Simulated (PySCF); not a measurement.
Al(H)(OMe)(SiH3), SMILES C[O][AlH][SiH3] (CH₇AlOSi) at its B3LYP/def2-SVP optimised geometry (Å):

```
11

Al    -0.0947    -0.7007     0.0000
H     -1.0366    -1.9820    -0.0014
O     -0.8251     0.8378     0.0000
C     -2.0877     1.4379    -0.0037
H     -2.2125     2.0727    -0.8999
H     -2.9138     0.7003     0.0051
H     -2.2089     2.0902     0.8802
Si     2.3580    -0.7007     0.0000
H      2.9138    -2.0902     0.0198
H      2.9035     0.0186     1.1943
H      2.9011    -0.0178    -1.2168
```

Level of theory: B3LYP/def2-TZVP in PySCF 2.14.0. Cells within 0.4 Å of a nucleus heavier than hydrogen are left out (blank, or x).

Map of the Laplacian of the electron density (e/bohr⁵), clipped to [-1.50, 1.50] on the plane z = 0.0 Å:

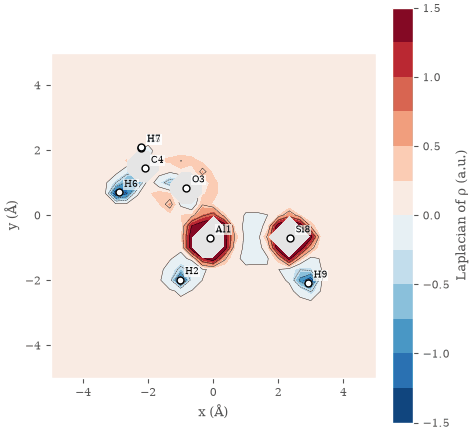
Fig. 1. Laplacian of the electron density (e/bohr⁵), clipped to [-1.50, 1.50] on the plane z = 0.0 Å.
